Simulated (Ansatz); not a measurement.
# SiNH5 (Si(NH2)H3) at 6 levels

Aim: a comparison of 6 runs (HF/STO-3G, CAM-B3LYP/STO-3G, HSE06/STO-3G, revPBE/STO-3G, UMP2/STO-3G, CCSD(T)/STO-3G) of SiNH5 (Si(NH2)H3). 

Program for the calculation: Ansatz 0.2.0.

49 further runs of the same task are left out: 49 set aside as unsound or not needed.

**1. The system as given**

SiNH5: 7 atoms, total charge 0, spin state singlet. As SMILES, `[H][Si]([H])([H])N`. The H5–Si1 distance was set to 2.921 Å, away from the relaxed value. At this shape a bond of the SMILES string is far longer than usual.

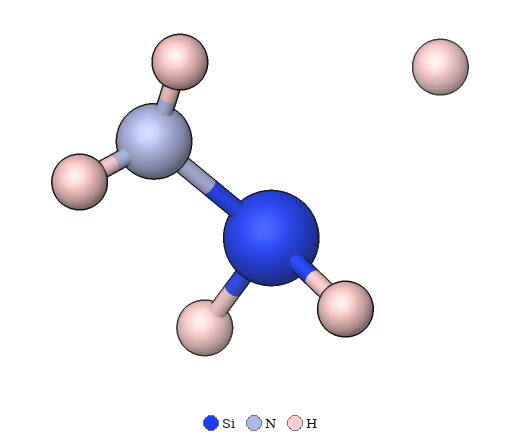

The structure, seen from a chosen angle (silicon blue, nitrogen light blue, hydrogen pink).

**2. A single-point energy at HF/STO-3G (run 1)**

Contents of in.yaml:

```yaml
crystal:
  periodic: [false, false, false]
  atoms:
    - {symbol: Si, position_ang: [-1.389162, 0.014680, -0.230429]}
    - {symbol: N, position_ang: [-1.297812, 0.190990, 1.481121]}
    - {symbol: H, position_ang: [-0.680792, -0.415890, 1.996351]}
    - {symbol: H, position_ang: [-2.152132, 0.319700, 1.998411]}
    - {symbol: H, position_ang: [1.387750, -0.009920, -1.135540]}
    - {symbol: H, position_ang: [-2.136392, 1.181650, -0.693539]}
    - {symbol: H, position_ang: [-2.062292, -1.207410, -0.701009]}
basis:
  gaussian:
    orbitals: STO-3G
hamiltonian:
  xc: hf
accuracy: high
```

Command:

```console
ansatz run in.yaml --threads 1 --pin off --max-ram 2610MiB --events-out events.jsonl --progress --plain --runs-dir runs
```

Standard output:

```text
Warning: RAYON_NUM_THREADS=1 ignored (pool sized by the plan → 1); use --threads N
Functional definition: HF
  name "HF"
  exchange = exact_x
  correlation = 0
335 factors; integrals over basis functions are off by at most 1.0e-8 eV
mean field evaluation 1: about -9301.1886 eV, gradient 1.9e1 eV
mean field evaluation 2: about -9301.2202 eV, gradient 1.9e1 eV
mean field evaluation 4: about -9305.0599 eV, gradient 1.8e0 eV
mean field evaluation 8: about -9305.0773 eV, gradient 2.2e-2 eV
mean field evaluation 16: about -9300.5763 eV, gradient 8.0e-1 eV
mean field -9305.07732327 eV, -341.9552844221 hartree, gradient 2.8e-8 eV, S^2 0.000000; 0 other end points of the search recorded, 0 dependent functions left out
reference -9305.07732327 eV, -341.9552844221 hartree; 13, 13 occupied and 6, 6 virtual orbitals, 335 factors
Total energy: -9305.07732327 eV, -341.9552844221 hartree
```

Run time: 0.08 s. Hardware: 1 thread of Arm Neoverse V2, shared host.

**3. The energy at CAM-B3LYP/STO-3G (run 2)**

Contents of molecule.yaml:

```yaml
basis:
  gaussian:
    orbitals: STO-3G
crystal:
  periodic: [false, false, false]
  atoms:
    - {symbol: Si, position_ang: [-1.389162, 0.014680, -0.230429]}
    - {symbol: N, position_ang: [-1.297812, 0.190990, 1.481121]}
    - {symbol: H, position_ang: [-0.680792, -0.415890, 1.996351]}
    - {symbol: H, position_ang: [-2.152132, 0.319700, 1.998411]}
    - {symbol: H, position_ang: [1.387750, -0.009920, -1.135540]}
    - {symbol: H, position_ang: [-2.136392, 1.181650, -0.693539]}
    - {symbol: H, position_ang: [-2.062292, -1.207410, -0.701009]}
accuracy: high
hamiltonian:
  xc: {name: CAM-B3LYP}
```

Command:

```console
ansatz run molecule.yaml --threads 1 --pin off --max-ram 2610MiB --events-out events.jsonl --progress --plain --runs-dir runs
```

Standard output:

```text
Warning: RAYON_NUM_THREADS=1 ignored (pool sized by the plan → 1); use --threads N
Functional definition: CAM-B3LYP
  name "CAM-B3LYP"
  parameter alpha = 0.19
  parameter beta = 0.46
  parameter omega = 0.33/bohr
  parameter ac = 0.81
  exchange = (1 - alpha - beta)*b88_x + beta*b88_x_sr(omega) + alpha*exact_x + beta*exact_x_lr(omega)
  correlation = (1 - ac)*vwn5_c + ac*lyp_c
335 factors; integrals over basis functions are off by at most 1.0e-8 eV
167 factors; integrals over basis functions are off by at most 8.3e-10 eV
mean field evaluation 1: about -9323.7392 eV, gradient 2.6e1 eV
mean field evaluation 2: about -9318.8975 eV, gradient 2.8e1 eV
mean field evaluation 4: about -9329.5931 eV, gradient 3.0e0 eV
mean field evaluation 8: about -9329.5968 eV, gradient 1.9e-1 eV
mean field evaluation 16: about -9329.5971 eV, gradient 9.2e-6 eV
mean field -9329.59708352 eV, -342.8563689912 hartree, gradient 2.9e-8 eV, S^2 0.000000; 0 other end points of the search recorded, 0 dependent functions left out
reference -9329.59709868 eV, -342.8563695486 hartree; 13, 13 occupied and 6, 6 virtual orbitals, 335 factors
Total energy: -9329.59709868 eV, -342.8563695486 hartree
```

Run time: 1.3 s. Hardware: 1 thread of Arm Neoverse V2, shared host; peak memory 0.1 GiB.

Run 3 isn't shown in full; the table further down has it.

**4. The energy at revPBE/STO-3G (run 4)**

Contents of run.yaml:

```yaml
crystal:
  periodic: [false, false, false]
  atoms:
    - {symbol: Si, position_ang: [-1.389162, 0.014680, -0.230429]}
    - {symbol: N, position_ang: [-1.297812, 0.190990, 1.481121]}
    - {symbol: H, position_ang: [-0.680792, -0.415890, 1.996351]}
    - {symbol: H, position_ang: [-2.152132, 0.319700, 1.998411]}
    - {symbol: H, position_ang: [1.387750, -0.009920, -1.135540]}
    - {symbol: H, position_ang: [-2.136392, 1.181650, -0.693539]}
    - {symbol: H, position_ang: [-2.062292, -1.207410, -0.701009]}
basis:
  gaussian:
    orbitals: STO-3G
magnetization:
  spin_polarized: false
  initial_magnetization: 0
hamiltonian:
  xc: {name: revPBE}
accuracy: high
```

Command:

```console
ansatz run run.yaml --threads 1 --pin off --max-ram 2610MiB --events-out events.jsonl --progress --plain --runs-dir runs
```

Standard output:

```text
Warning: RAYON_NUM_THREADS=1 ignored (pool sized by the plan → 1); use --threads N
Functional definition: revPBE
  name "revPBE"
  parameter kappa = 1.245
  parameter beta = 0.06672455060314922
  exchange = pbe_x(kappa = kappa, mu = beta*pi^2/3)
  correlation = pbe_c(beta = beta)
335 factors; integrals over basis functions are off by at most 1.0e-8 eV
mean field evaluation 1: about -9322.2232 eV, gradient 3.2e1 eV
mean field evaluation 2: about -9312.1975 eV, gradient 4.1e1 eV
mean field evaluation 4: about -9326.8390 eV, gradient 1.9e1 eV
mean field evaluation 8: about -9329.6810 eV, gradient 7.7e0 eV
mean field evaluation 16: about -9329.9718 eV, gradient 3.1e-8 eV
mean field -9329.97183351 eV, -342.8701407994 hartree, gradient 2.3e-8 eV, S^2 0.000000; 0 other end points of the search recorded, 0 dependent functions left out
reference -9329.97183625 eV, -342.8701409001 hartree; 13, 13 occupied and 6, 6 virtual orbitals, 335 factors
Total energy: -9329.97183625 eV, -342.8701409001 hartree
```

Wall time 1.2 s (1 thread of Arm Neoverse V2, shared host); peak memory 0.098 GiB.

Run 5 isn't shown in full; the table further down has it.

**5. The energy at CCSD(T)/STO-3G (run 6)**

molecule.yaml, as its differences from that of step 3:

```diff
@@ -13,4 +13,7 @@
     - {symbol: H, position_ang: [-2.062292, -1.207410, -0.701009]}
+correlation:
+  method: ccsd_t
+  frozen_orbitals: {H: 0, "N": 1, Si: 5}
+scf:
+  omitted_lower_state_checks: [cluster_reference, increment]
 accuracy: high
-hamiltonian:
-  xc: {name: CAM-B3LYP}
```

Command:

```console
ansatz run molecule.yaml --threads 1 --pin off --max-ram 2610MiB --events-out events.jsonl --progress --plain --runs-dir runs
```

Standard output:

```text
Warning: RAYON_NUM_THREADS=1 ignored (pool sized by the plan → 1); use --threads N
[... 12 lines left out ...]
6 core orbitals not correlated: weight in the atoms' cores, before any rotation towards them, 1.000 or more for the frozen orbitals, at most 0.000 for the correlated occupied ones
[... 30 lines left out ...]
WARN: these amplitudes may be one of several solutions (largest doubles amplitude 0.63, level shift 8.13 eV)
Total energy: -9311.49436791 eV, -342.1911064631 hartree
Checks for a lower state left out: cluster_reference, increment
```

Run time: 0.14 s. Hardware: 1 thread of Arm Neoverse V2, shared host.

**6. Overview of the runs**

```csv
run,level,frozen core orbitals,energy (Eh),wall time
1,HF/STO-3G,–,-341.955284,0.08 s
2,CAM-B3LYP/STO-3G,–,-342.856370,1.3 s
3,HSE06/STO-3G,–,-342.730453,1.4 s
4,revPBE/STO-3G,–,-342.870141,1.2 s
5,UMP2/STO-3G,6,-342.155001,0.16 s
6,CCSD(T)/STO-3G,6,-342.191106,0.14 s
```

**7. What came out**

| quantity | value |
| --- | --- |
| run 6: total energy | -342.19111 Eh |
| run 6: correlation energy (6 core orbitals frozen) | -235.8 mEh |
| run 6: (T) correction | -5.49 mEh |
| run 6: T1 diagnostic | 0.030 |

**Reading.** Below the HF energy at the same shape and in the same basis (STO-3G): UMP2 -199.7 mEh; CCSD(T) -235.8 mEh. Some of these start from another determinant than that one, so these aren't their correlation energies. Totals of different functionals can't be ranked against each other. In run 6 the log says that unrestricted orbitals would lower the reference, so the values rest on an unstable closed-shell determinant (other closed-shell runs at this shape may share the fault). In runs 1, 2, 3, 4, 5, 6 the basis is minimal, so the values are rough. In runs 1, 2, 3, 4, 6 a closed-shell determinant meets a far-stretched bond, which it describes badly. Spin contamination of the reference: run 5 ⟨S²⟩ = 0.96. Where it is this large, the reference is a mixture of spin states, and values that rest on it are in doubt. All runs together took 4.2 s, the longest 1.4 s.
